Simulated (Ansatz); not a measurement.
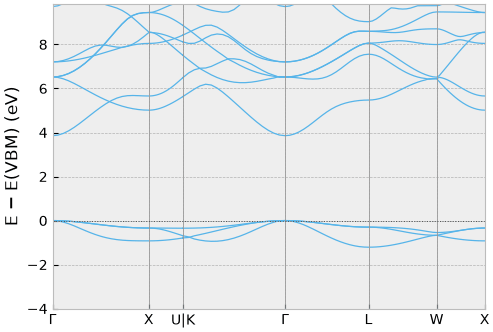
*Band structure from PBE in the plane-wave PAW code Ansatz*

### Question
Read off the gap and where the band edges lie.

### Answer
About 3.9 eV (3.86 eV by a search for the band edges); maximum at Γ, minimum at Γ.

The material is KI (rock salt, space group No. 225).

Space group Fm-3m (rock salt). Symmetry was held in the PBE relaxation; phonons on a q-mesh show no instability. Scalar-relativistic: spin–orbit coupling is off unless named, which matters more the heavier the elements.

Potentials: the later of the program's two PAW sets.
